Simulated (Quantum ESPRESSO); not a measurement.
# MoSi2N4, 1 layer, rectangular cell: a series in strain along the second axis, part 4 of 7

Aim: how the results for MoSi2N4, 1 layer, rectangular cell change with strain along the second axis.

Quantum ESPRESSO 7.5; plane-wave DFT, PBE, GBRV ultrasoft pseudopotentials.

So far. Step 2 (Variable-cell relaxation of the reference):  The last row is no step: it is a fresh SCF in the final cell with a new plane-wave basis, +2 meV from the row before. Step 3 (Relaxation with pw.x, -4 %): The relaxation lowers the energy by 6 meV an atom.

### 6. Bands along a path, -4 %

Bands along a path place the edges.

The input, m0.bands.in:

```
&control
  prefix = 'm0.bands'
  outdir = './out'
  pseudo_dir = './pseudo'
  calculation = 'bands'
/
&system
  ibrav = 0
  nat = 14
  ntyp = 3
  ecutwfc = 40
  ecutrho = 200
  occupations = 'smearing'
  smearing = 'fd'
  degauss = 0.002
  nbnd = 48
/
&electrons
  conv_thr = 1e-07
  mixing_beta = 0.4
  electron_maxstep = 120
  mixing_mode = 'plain'
/
ATOMIC_SPECIES
  N   14.0070  n_pbe_v1.2.uspp.F.UPF
  Si  28.0850  si_pbe_v1.uspp.F.UPF
  Mo  95.9500  mo_pbe_v1.uspp.F.UPF
CELL_PARAMETERS angstrom
  2.90109390800000 0.00000000000000 0.00000000000000
  0.00000000000000 4.82384106624000 0.00000000000000
  0.00000000000000 0.00000000000000 21.86179061700000
ATOMIC_POSITIONS crystal
  N   0.000000000000 -0.006046042000 0.336625553400
  N   0.500000000000 0.493951560500 0.336625138800
  Si  0.999999999900 0.332355591900 0.361561844500
  Si  0.500000000000 0.832353193600 0.361560995300
  N   0.999999999900 0.338690901600 0.441829473800
  N   0.500000000000 0.838690479200 0.441828844700
  Mo  0.000000000000 0.003333886900 0.500000000000
  Mo  0.500000000000 0.503341410700 0.500000000000
  N   0.999999999900 0.338690901600 0.558170526200
  N   0.500000000000 0.838690479200 0.558171155300
  Si  0.999999999900 0.332355591900 0.638438155500
  Si  0.500000000000 0.832353193600 0.638439004700
  N   0.000000000000 -0.006046042000 0.663374446600
  N   0.500000000000 0.493951560500 0.663374861200
K_POINTS crystal_b
5
  0.0000000000 0.0000000000 0.0000000000 12
  0.5000000000 0.0000000000 0.0000000000 12
  0.5000000000 0.5000000000 0.0000000000 12
  0.0000000000 0.5000000000 0.0000000000 12
  0.0000000000 0.0000000000 0.0000000000 1
```

On the command line:

```
$ cp -r out/m0.scf.save out/m0.bands.save
$ cp out/m0.scf.xml out/m0.bands.xml
$ OMP_NUM_THREADS=1 mpirun -n 4 pw.x -nk 4 -in m0.bands.in > m0.bands.out
```

Output:

```text
[banner, memory and clock lines left out]
Program PWSCF v.7.5 starts

          URL

     Atomic positions and unit cell read from directory:
     ./out/m0.bands.save/

     Found identity + ( -0.5000  0.5000 -0.0000) symmetry
     This is a supercell, fractional translations are disabled
     Message from routine setup:
     using ibrav=0 with symmetry is DISCOURAGED, use correct ibrav instead

     G-vector sticks info

     bravais-lattice index     =            0
     lattice parameter (alat)  =       5.4823  a.u.
     unit-cell volume          =    2064.6056 (a.u.)^3
     number of atoms/cell      =           14
     number of atomic types    =            3
     number of electrons       =        84.00
     number of Kohn-Sham states=           48
     kinetic-energy cutoff     =      40.0000  Ry
     charge density cutoff     =     200.0000  Ry
     Exchange-correlation= SLA  PW   PBE  PBE
                           (   1   4   3   4   0   0   0)

     celldm(1)=   5.482273  celldm(2)=   0.000000  celldm(3)=   0.000000
     celldm(4)=   0.000000  celldm(5)=   0.000000  celldm(6)=   0.000000

     crystal axes: (cart. coord. in units of alat)
               a(1) = (   1.000000   0.000000   0.000000 )
               a(2) = (   0.000000   1.662766   0.000000 )
               a(3) = (   0.000000   0.000000   7.535706 )

     reciprocal axes: (cart. coord. in units 2 pi/alat)
               b(1) = (  1.000000  0.000000  0.000000 )
               b(2) = (  0.000000  0.601407  0.000000 )
               b(3) = (  0.000000  0.000000  0.132702 )

     PseudoPot. # 1 for N  read from file:
     ./pseudo/n_pbe_v1.2.uspp.F.UPF
     Pseudo is Ultrasoft + core correction, Zval =  5.0
     Generated by new atomic code, or converted to UPF format
     Using radial grid of  729 points,  4 beta functions with:
                l(1) =   0
                l(2) =   0
                l(3) =   1
                l(4) =   1
     Q(r) pseudized with  8 coefficients,  rinner =    0.900   0.900   0.900

     PseudoPot. # 2 for Si read from file:
     ./pseudo/si_pbe_v1.uspp.F.UPF
     Pseudo is Ultrasoft + core correction, Zval =  4.0
     Generated by new atomic code, or converted to UPF format
     Using radial grid of  899 points,  6 beta functions with:
                l(1) =   0
                l(2) =   0
                l(3) =   1
                l(4) =   1
                l(5) =   2
                l(6) =   2
     Q(r) pseudized with  8 coefficients,  rinner =    0.900   0.900   0.900
                                                       0.900   0.900

     PseudoPot. # 3 for Mo read from file:
     ./pseudo/mo_pbe_v1.uspp.F.UPF
     Pseudo is Ultrasoft + core correction, Zval = 14.0
     Generated by new atomic code, or converted to UPF format
     Using radial grid of  889 points,  6 beta functions with:
                l(1) =   0
                l(2) =   0
                l(3) =   1
                l(4) =   1
                l(5) =   2
                l(6) =   2
     Q(r) pseudized with  6 coefficients,  rinner =    1.000   1.000   1.000
                                                       1.000   1.000

     atomic species   valence    mass     pseudopotential
     N                 5.00    14.00700     N ( 1.00)
     Si                4.00    28.08500     Si( 1.00)
     Mo               14.00    95.95000     Mo( 1.00)

      4 Sym. Ops. (no inversion) found

   Cartesian axes

     site n.     atom                  positions (alat units)
         1        N      tau(   1) = (   0.0000000  -0.0100532   2.5367112  )
         2        N      tau(   2) = (   0.5000000   0.8213260   2.5367081  )
         3        Si     tau(   3) = (   1.0000000   0.5526297   2.7246237  )
         4        Si     tau(   4) = (   0.5000000   1.3840088   2.7246173  )
         5        N      tau(   5) = (   1.0000000   0.5631638   3.3294970  )
         6        N      tau(   6) = (   0.5000000   1.3945462   3.3294923  )
         7        Mo     tau(   7) = (   0.0000000   0.0055435   3.7678530  )
         8        Mo     tau(   8) = (   0.5000000   0.8369391   3.7678530  )
         9        N      tau(   9) = (   1.0000000   0.5631638   4.2062090  )
        10        N      tau(  10) = (   0.5000000   1.3945462   4.2062137  )
        11        Si     tau(  11) = (   1.0000000   0.5526297   4.8110822  )
        12        Si     tau(  12) = (   0.5000000   1.3840088   4.8110886  )
        13        N      tau(  13) = (   0.0000000  -0.0100532   4.9989948  )
        14        N      tau(  14) = (   0.5000000   0.8213260   4.9989979  )

     number of k points=    49  Fermi-Dirac smearing, width (Ry)=  0.0020
                       cart. coord. in units 2pi/alat
        k(    1) = (   0.0000000   0.0000000   0.0000000), wk =   0.0408163
        k(    2) = (   0.0416667   0.0000000   0.0000000), wk =   0.0408163
        k(    3) = (   0.0833333   0.0000000   0.0000000), wk =   0.0408163
        k(    4) = (   0.1250000   0.0000000   0.0000000), wk =   0.0408163
        k(    5) = (   0.1666667   0.0000000   0.0000000), wk =   0.0408163
        k(    6) = (   0.2083333   0.0000000   0.0000000), wk =   0.0408163
        k(    7) = (   0.2500000   0.0000000   0.0000000), wk =   0.0408163
        k(    8) = (   0.2916667   0.0000000   0.0000000), wk =   0.0408163
        k(    9) = (   0.3333333   0.0000000   0.0000000), wk =   0.0408163
        k(   10) = (   0.3750000   0.0000000   0.0000000), wk =   0.0408163
        k(   11) = (   0.4166667   0.0000000   0.0000000), wk =   0.0408163
        k(   12) = (   0.4583333   0.0000000   0.0000000), wk =   0.0408163
        k(   13) = (   0.5000000   0.0000000   0.0000000), wk =   0.0408163
        k(   14) = (   0.5000000   0.0250586   0.0000000), wk =   0.0408163
        k(   15) = (   0.5000000   0.0501173   0.0000000), wk =   0.0408163
        k(   16) = (   0.5000000   0.0751759   0.0000000), wk =   0.0408163
        k(   17) = (   0.5000000   0.1002346   0.0000000), wk =   0.0408163
        k(   18) = (   0.5000000   0.1252932   0.0000000), wk =   0.0408163
        k(   19) = (   0.5000000   0.1503519   0.0000000), wk =   0.0408163
        k(   20) = (   0.5000000   0.1754105   0.0000000), wk =   0.0408163
        k(   21) = (   0.5000000   0.2004691   0.0000000), wk =   0.0408163
        k(   22) = (   0.5000000   0.2255278   0.0000000), wk =   0.0408163
        k(   23) = (   0.5000000   0.2505864   0.0000000), wk =   0.0408163
        k(   24) = (   0.5000000   0.2756451   0.0000000), wk =   0.0408163
        k(   25) = (   0.5000000   0.3007037   0.0000000), wk =   0.0408163
        k(   26) = (   0.4583333   0.3007037   0.0000000), wk =   0.0408163
[...]
-15.1634 -15.1633 -15.1249 -15.1248 -12.5466 -12.5466 -12.0297 -12.0297
    -5.3760  -5.3760  -4.5903  -4.5903  -4.1198  -4.1197  -3.4439  -3.4438
    -2.8124  -2.8123  -2.7209  -2.7209  -2.0418  -2.0417  -1.4101  -1.4100
    -0.7234  -0.7233  -0.0990  -0.0990   0.0033   0.0034   0.3011   0.3011
     1.4650   1.4650   5.0818   5.0819   5.7839   5.7839   6.0242   6.0242

          k = 0.0833 0.3007 0.0000 (  8852 PWs)   bands (ev):

   -58.5287 -58.5287 -32.8180 -32.8179 -32.6116 -32.6116 -32.4339 -32.4339
   -15.2569 -15.2569 -15.2153 -15.2152 -12.6042 -12.6041 -12.0286 -12.0286
    -5.3762  -5.3762  -4.4179  -4.4179  -4.0234  -4.0234  -3.4728  -3.4728
    -2.5983  -2.5982  -2.4984  -2.4984  -2.0291  -2.0290  -1.1963  -1.1962
    -0.7207  -0.7206  -0.2492  -0.2492  -0.0972  -0.0971   0.2995   0.2996
     1.5445   1.5445   5.1103   5.1104   5.6067   5.6068   6.0109   6.0110

          k = 0.0417 0.3007 0.0000 (  8866 PWs)   bands (ev):

   -58.5318 -58.5318 -32.7967 -32.7966 -32.6167 -32.6167 -32.4264 -32.4264
   -15.3140 -15.3139 -15.2703 -15.2702 -12.6409 -12.6409 -12.0288 -12.0288
    -5.3945  -5.3944  -4.3303  -4.3302  -3.9776  -3.9775  -3.4983  -3.4982
    -2.3680  -2.3680  -2.3029  -2.3028  -2.0708  -2.0707  -0.9660  -0.9660
    -0.7069  -0.7068  -0.4428  -0.4428  -0.1711  -0.1709   0.2809   0.2809
     1.5998   1.5999   5.1728   5.1729   5.4358   5.4359   5.9935   5.9936

          k = 0.0000 0.3007 0.0000 (  8882 PWs)   bands (ev):

   -58.5329 -58.5328 -32.7898 -32.7897 -32.6184 -32.6184 -32.4234 -32.4234
   -15.3331 -15.3330 -15.2888 -15.2887 -12.6536 -12.6535 -12.0290 -12.0289
    -5.4033  -5.4032  -4.3040  -4.3040  -3.9650  -3.9650  -3.5079  -3.5078
    -2.2246  -2.2246  -2.1837  -2.1836  -2.1821  -2.1820  -0.8018  -0.8016
    -0.6997  -0.6996  -0.5964  -0.5964  -0.1985  -0.1984   0.2708   0.2709
     1.6193   1.6194   5.2420   5.2422   5.3262   5.3265   5.9821   5.9823

          k = 0.0000 0.2756 0.0000 (  8874 PWs)   bands (ev):

   -58.5441 -58.5216 -32.8651 -32.7138 -32.6355 -32.6013 -32.4423 -32.4045
   -15.4954 -15.4461 -15.1616 -15.1224 -12.7599 -12.5487 -12.0419 -12.0184
    -5.4600  -5.4066  -4.6517  -4.2112  -3.9921  -3.6668  -3.5499  -3.4262
    -2.3313  -2.2829  -2.2725  -2.1146  -2.0819  -2.0811  -0.9165  -0.7800
    -0.6921  -0.6823  -0.6237  -0.5062  -0.3439  -0.0559   0.2216   0.3313
     1.5576   1.7054   5.2321   5.2530   5.2949   5.3727   5.9596   5.9848

          k = 0.0000 0.2506 0.0000 (  8860 PWs)   bands (ev):

   -58.5552 -58.5104 -32.9384 -32.6522 -32.6385 -32.5844 -32.4608 -32.3858
   -15.6470 -15.5931 -14.9825 -14.9485 -12.8655 -12.4476 -12.0564 -12.0109
    -5.5935  -5.4497  -5.0057  -4.3842  -3.7779  -3.5774  -3.3399  -3.2472
    -2.4330  -2.3780  -2.3582  -2.0029  -1.9795  -1.9662  -1.0252  -0.8640
    -0.7910  -0.5600  -0.5503  -0.4885  -0.4224   0.0807   0.1846   0.3994
     1.5238   1.8091   5.2209   5.2670   5.2766   5.4345   5.9272   5.9591

          k = 0.0000 0.2255 0.0000 (  8840 PWs)   bands (ev):

   -58.5658 -58.4997 -33.0087 -32.6682 -32.5681 -32.5651 -32.4786 -32.3677
   -15.7870 -15.7286 -14.7978 -14.7692 -12.9681 -12.3527 -12.0719 -12.0074
    -5.7976  -5.5171  -5.3536  -4.4837  -3.6772  -3.5986  -3.0021  -2.9597
    -2.5285  -2.4676  -2.4463  -1.8914  -1.8786  -1.8369  -1.1268  -0.9489
    -0.8896  -0.6286  -0.4756  -0.4366  -0.3444   0.1589   0.2082   0.4697
     1.5174   1.9216   5.2066   5.2694   5.2867   5.5118   5.8946   5.9017

          k = 0.0000 0.2005 0.0000 (  8852 PWs)   bands (ev):

   -58.5759 -58.4894 -33.0747 -32.6834 -32.5526 -32.4954 -32.4950 -32.3505
   -15.9144 -15.8519 -14.6101 -14.5868 -13.0658 -12.2665 -12.0875 -12.0085
    -6.0451  -5.6879  -5.5978  -4.5295  -3.6301  -3.6166  -2.6665  -2.6284
    -2.6167  -2.5506  -2.5428  -1.7822  -1.7819  -1.6949  -1.2200  -1.0311
    -0.9843  -0.7604  -0.3945  -0.3144  -0.2706   0.1430   0.3243   0.5349
     1.5336   2.0341   5.1870   5.2710   5.3147   5.6030   5.8163   5.8699

          k = 0.0000 0.1754 0.0000 (  8858 PWs)   bands (ev):

   -58.5852 -58.4800 -33.1355 -32.6975 -32.5382 -32.5109 -32.4294 -32.3345
   -16.0284 -15.9622 -14.4225 -14.4042 -13.1567 -12.1911 -12.1029 -12.0149
    -6.3073  -6.0024  -5.6839  -4.5417  -3.6325  -3.6029  -2.6966  -2.6512
    -2.6259  -2.3448  -2.2920  -1.6925  -1.6777  -1.5436  -1.3042  -1.1059
    -1.0720  -0.8801  -0.3039  -0.1995  -0.1958   0.1345   0.4273   0.5883
     1.5650   2.1384   5.1600   5.2790   5.3537   5.7054   5.7120   5.8594

          k = 0.0000 0.1504 0.0000 (  8842 PWs)   bands (ev):

   -58.5936 -58.4714 -33.1901 -32.7101 -32.5251 -32.5249 -32.3697 -32.3200
   -16.1283 -16.0588 -14.2389 -14.2251 -13.2392 -12.1284 -12.1173 -12.0269
    -6.5640  -6.2916  -5.7690  -4.5321  -3.6468  -3.5847  -2.7712  -2.7673
    -2.6927  -2.0498  -1.9671  -1.6145  -1.5802  -1.3880  -1.3785  -1.1669
    -1.1502  -0.9831  -0.2038  -0.1302  -0.0836   0.1314   0.5161   0.6238
     1.6037   2.2277   5.1242   5.2910   5.4054   5.6000   5.8143   5.8668

          k = 0.0000 0.1253 0.0000 (  8832 PWs)   bands (ev):

   -58.6010 -58.4638 -33.2377 -32.7212 -32.5372 -32.5136 -32.3169 -32.3072
   -16.2137 -16.1413 -14.0642 -14.0543 -13.3117 -12.1304 -12.0798 -12.0445
    -6.8013  -6.5499  -5.8483  -4.5071  -3.6597  -3.5715  -2.8989  -2.8283
    -2.7504  -1.7997  -1.6639  -1.5534  -1.4922  -1.4423  -1.2482  -1.2172
    -1.1884  -1.0641  -0.0980  -0.0625   0.0192   0.1320   0.5902   0.6378
     1.6424   2.2980   5.0801   5.3050   5.4699   5.4902   5.8931   5.9243

          k = 0.0000 0.1002 0.0000 (  8847 PWs)   bands (ev):

   -58.6072 -58.4574 -33.2777 -32.7305 -32.5475 -32.5039 -32.2964 -32.2722
   -16.2841 -16.2093 -13.9045 -13.8973 -13.3729 -12.1416 -12.0666 -12.0454
    -7.0092  -6.7715  -5.9179  -4.4708  -3.6709  -3.5618  -3.0277  -2.8788
    -2.7983  -1.6238  -1.5147  -1.4951  -1.4162  -1.3914  -1.2722  -1.2156
    -1.1178  -1.0644   0.0028   0.0069   0.1094   0.1346   0.6293   0.6499
     1.6759   2.3478   5.0309   5.3190   5.3906   5.5450   5.9358   6.0285

          k = 0.0000 0.0752 0.0000 (  8861 PWs)   bands (ev):

   -58.6121 -58.4524 -33.3094 -32.7379 -32.5557 -32.4962 -32.2879 -32.2364
   -16.3392 -16.2625 -13.7669 -13.7613 -13.4217 -12.1508 -12.0912 -12.0241
    -7.1797  -6.9511  -5.9749  -4.4280  -3.6802  -3.5547  -3.1485  -2.9186
    -2.8360  -1.5440  -1.5366  -1.5003  -1.3543  -1.3148  -1.1595  -1.1551
    -1.1429  -0.9229   0.0645   0.1023   0.1379   0.1837   0.6009   0.6955
     1.7013   2.3787   4.9822   5.3073   5.3314   5.6248   5.9889   6.0112

          k = 0.0000 0.0501 0.0000 (  8849 PWs)   bands (ev):

   -58.6157 -58.4487 -33.3323 -32.7433 -32.5616 -32.4905 -32.2816 -32.2103
   -16.3788 -16.3007 -13.6597 -13.6545 -13.4572 -12.1575 -12.1145 -12.0132
    -7.3063  -7.0836  -6.0171  -4.3855  -3.6873  -3.5499  -3.2502  -2.9473
    -2.8632  -1.5665  -1.5264  -1.5028  -1.3451  -1.3085  -1.1475  -1.0758
    -0.9794  -0.8041   0.1200   0.1410   0.1794   0.2393   0.5597   0.7275
     1.7181   2.3950   4.9409   5.2448   5.3412   5.6993   5.9439   6.0425

          k = 0.0000 0.0251 0.0000 (  8845 PWs)   bands (ev):

   -58.6178 -58.4464 -33.3462 -32.7466 -32.5652 -32.4871 -32.2778 -32.1944
   -16.4026 -16.3236 -13.5911 -13.5857 -13.4788 -12.1616 -12.1315 -12.0091
    -7.3843  -7.1649  -6.0430  -4.3529  -3.6916  -3.5471  -3.3196  -2.9645
    -2.8795  -1.5844  -1.5272  -1.5100  -1.3631  -1.2804  -1.1443  -1.0185
    -0.8638  -0.7247   0.1432   0.1632   0.2296   0.2737   0.5197   0.7464
     1.7272   2.4018   4.9132   5.2061   5.3473   5.7542   5.9021   6.0837

          k = 0.0000 0.0000 0.0000 (  8855 PWs)   bands (ev):

   -58.6186 -58.4457 -33.3509 -32.7477 -32.5664 -32.4860 -32.2765 -32.1891
   -16.4105 -16.3313 -13.5675 -13.5618 -13.4860 -12.1630 -12.1378 -12.0082
    -7.4107  -7.1923  -6.0517  -4.3405  -3.6931  -3.5462  -3.3446  -2.9703
    -2.8850  -1.5905  -1.5288  -1.5133  -1.3690  -1.2709  -1.1423  -0.9983
    -0.8237  -0.6968   0.1439   0.1808   0.2471   0.2854   0.5020   0.7527
     1.7300   2.4035   4.9035   5.1930   5.3494   5.7747   5.8880   6.0993

     XML data file, pseudopotentials, collected wavefunctions

                                        0.00s GPU  (     687 calls)
```

Wall time 2.2 min (4 MPI ranks of Arm Neoverse V1, shared host); peak memory 0.57 GiB; 8.9 min of CPU time.

Numbers from this step:

* conduction bottom, on the run's zero: 4.872 eV

Band numbers count within the set of bands kept for display. Electronic bands along the path, in eV, zero at the highest filled level of the SCF mesh; v1 is the highest filled band, c1 the lowest empty one:

| point | v4 | v3 | v2 | v1 | c1 | c2 | c3 | c4 |
| --- | --- | --- | --- | --- | --- | --- | --- | --- |
| Γ | -1.90 | -1.65 | -0.67 | 0.00 | 2.50 | 2.79 | 2.95 | 3.37 |
| X | -1.55 | -1.55 | -0.60 | -0.60 | 2.76 | 2.76 | 3.72 | 3.72 |
| S | -1.38 | -1.38 | -0.97 | -0.97 | 2.91 | 2.91 | 3.38 | 3.38 |
| Y | -2.13 | -2.13 | -0.78 | -0.78 | 2.84 | 2.84 | 2.92 | 2.92 |
| Γ | -1.90 | -1.65 | -0.67 | 0.00 | 2.50 | 2.79 | 2.95 | 3.37 |

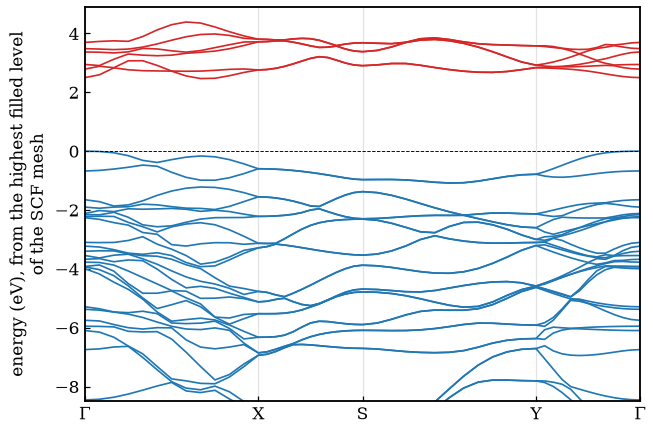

Electronic bands along the path; lines of filled and empty bands in two colours.

Along this path the valence top lies at Γ and the conduction bottom between Γ and X.

(Part 4 of 7 ends here.)

[Logs are printed without paths, hosts, clocks, repeated set-up lines and the standing remarks that a program may print on its own settings, such as how far it seeks lower states.]

[Hosts, paths, dates, database ids (printed as entryN), source tags and the programs' standing remarks are cut or masked in the printed files.]

[Maps of the electrostatic potential energy from Ansatz leave out the sawtooth potential of an applied field or a dipole correction, so their vacuum need not be flat; planar profiles and work functions include it.]
